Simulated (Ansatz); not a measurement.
ClFH2OSi

The calculation's input:

```
crystal:
  periodic: [false, false, false]
  atoms:
    - { symbol: Si, position_ang: [0.0, 0.0, 0.0] }
    - { symbol: F, position_ang: [0.0, 0.0, 1.59] }
    - { symbol: H, position_ang: [1.3768, 0.0, -0.4862] }
    - { symbol: O, position_ang: [-0.7913, 1.3709, -0.5594] }
    - { symbol: H, position_ang: [-1.7491, 1.1401, -0.7818] }
    - { symbol: Cl, position_ang: [-1.0032, -1.7381, -0.7093] }
basis:
  gaussian: { orbitals: "6-31G" }
hamiltonian:
  xc: pbe
relax:
  f_tol: 0.02
  max_steps: 40
output:
  orbitals: {}
```

Run with:

```sh
ansatz run input.yaml --threads 1 --pin off --max-ram 2048MiB --backend cpu --events-out ev --progress --plain --runs-dir out
```

The fields are those of the run's last geometry, not of the input's.

The calculation used RKS PBE/6-31G (Ansatz 0.2.0).

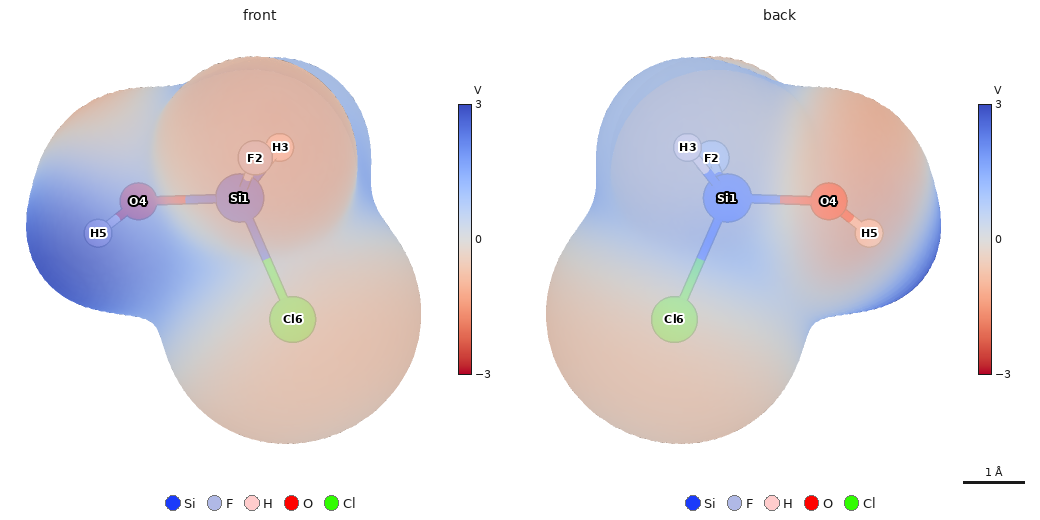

Figure 1. The molecular electrostatic potential painted on the density surface at 0.001 e/bohr³, seen from the front and from behind; red is negative and blue positive.

**Which sites attract a positive test charge, and which a negative one?**

A positive charge is drawn to the negative regions and a negative charge to the positive ones. The most negative region (about −1.0 V) lies over F2 and O4, the most positive (about +2.8 V) over H5.

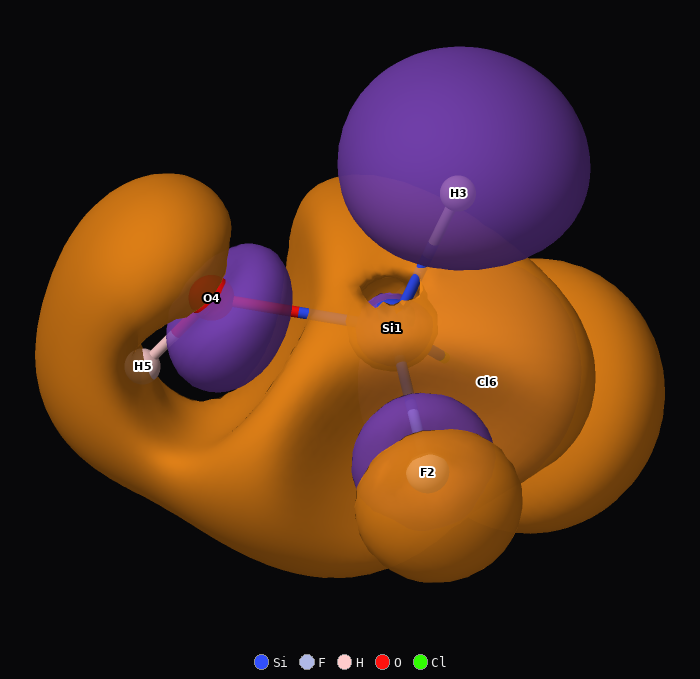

Figure 2. The LUMO at ±0.06 Å⁻³ᐟ² (orange and purple are the two phases), seen from one side.

**What is the character of this orbital?**

It lies mainly on Si1 (about 35 %), Cl6 (about 30 %), O4 (about 10 %), F2 (about 10 %) and H3 (about 10 %). Its energy is −1.78 eV.

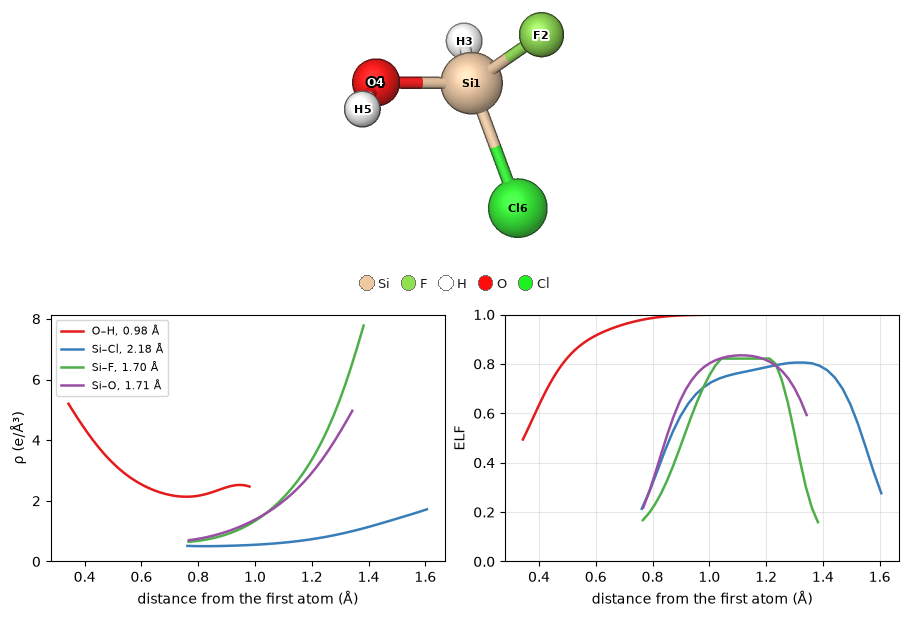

Figure 3. Total electron density and electron localisation function along straight lines between neighbouring atoms. The curves leave out the atomic cores. The structure is drawn too.

**What can be read from the curves?**

O–H (0.98 Å): the density is about 3.3 e/Å³ at the midpoint; the ELF climbs to about 1 towards the hydrogen, as it does in any bond to H; a covalent bond by its length.
Si–Cl (2.18 Å): ρ at the midpoint is about 0.61 e/Å³, with its minimum of 0.51 e/Å³ about 0.8 Å from Si; the ELF peaks at about 0.80 between the atoms, as expected for a shared but strongly polarised pair.
Si–F (1.70 Å): ρ at the midpoint is about 0.77 e/Å³; the ELF peaks at about 0.80 in the valence shell of F, 0.7 Å from its nucleus, and is about 0.35 at the midpoint.
Si–O (1.71 Å): ρ at the midpoint is about 0.85 e/Å³; the ELF peaks at about 0.85 between the atoms; a shared but strongly polarised pair.
